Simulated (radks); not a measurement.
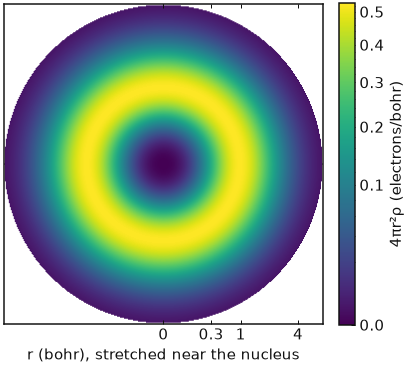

*The radial density 4πr²ρ as a disc about the nucleus, with the radius drawn as r to the power 0.4.*

There is one bright ring, at r = 0.979 bohr.

# Atomic calculation for H

The neutral hydrogen atom in the configuration 1s1 (high spin). Computed at this level: scalar-relativistic Kohn-Sham, PBE, spin-polarised, spherical densities, finite nucleus (the in-house radial solver radks).

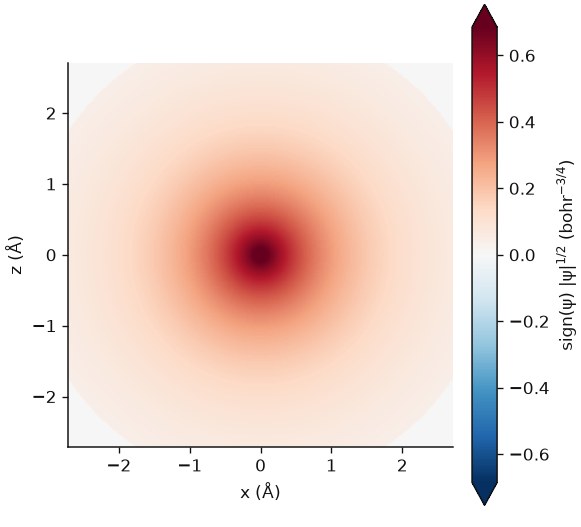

*The 1s orbital of up spin. In the xz plane through the nucleus, the colour gives the signed square root of ψ. (1 bohr = 0.529 Å.) The radial function comes from the spherical calculation and is multiplied by a real spherical harmonic; the overall sign is chosen so that the largest lobe of P(r) is positive; at the scalar-relativistic level it is the large component.*

It has no angular node and no radial node. The maximum of P² lies at 0.983 bohr, ⟨r⟩ = 1.54 bohr, 90 % of the charge lies within 2.77 bohr, and the eigenvalue is −7.59 eV, with 1 electron in the shell for this spin.

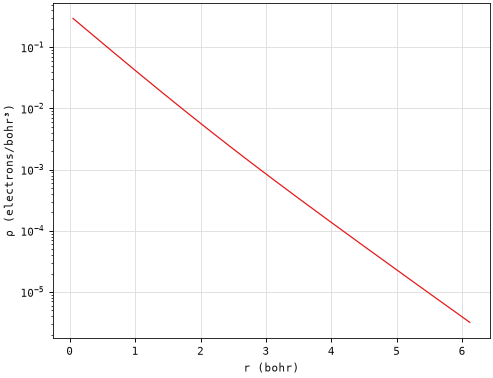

*The electron density ρ(r) on a logarithmic scale.*

The density falls from 0.30 electrons/bohr³ at the inner end (r = 0.050 bohr) to 0.001 at r = 2.91 bohr, a common measure of the size of an atom or ion. The highest occupied orbital, 1s up (⟨r⟩ = 1.54 bohr, −7.59 eV), is also the most diffuse and sets the fall-off far out: over the last part drawn ln ρ falls by 1.8 per bohr, against 2√(−2ε) = 1.5 for the pure exponential.

These pictures come from the run below.

### Input
```
Z 1
configuration 1s1 2s0 2p0
relativity scalar-relativistic
functional pbe,pbe
spin polarised
nucleus finite rms 0.8783 fm
c 137.035999084
```

Energies in input and log are in hartree, lengths in bohr (the nuclear radius in fm).

### Output
```
1s      1   1.0000          -0.27909320
2s      1   0.0000          -0.00078584
2p      1   0.0000           0.00400816
Etot -0.49999737885223244
Ekin 0.49483239452846056
Encl -0.994190271688928
Eh 0.30683099051504686
Exc -0.30747049220681183
err 1.2218621266239756e-09
it 21
```

### Orbitals

```
orbital  occupation  energy (eV)  ⟨r⟩ (bohr)  outer maximum (bohr)
  1s up           1       −7.595       1.542                 0.983
```

### Key numbers

```
                       quantity                      value
                        outcome                  converged
                   total energy          −0.499997 hartree
                 kinetic energy           0.494832 hartree
        electron–nucleus energy          −0.994190 hartree
                 Hartree energy           0.306831 hartree
    exchange–correlation energy          −0.307470 hartree
radius at density 0.001 e/bohr³                  2.91 bohr
                 SCF iterations                         21
                       hardware  1 CPU thread, shared host
```
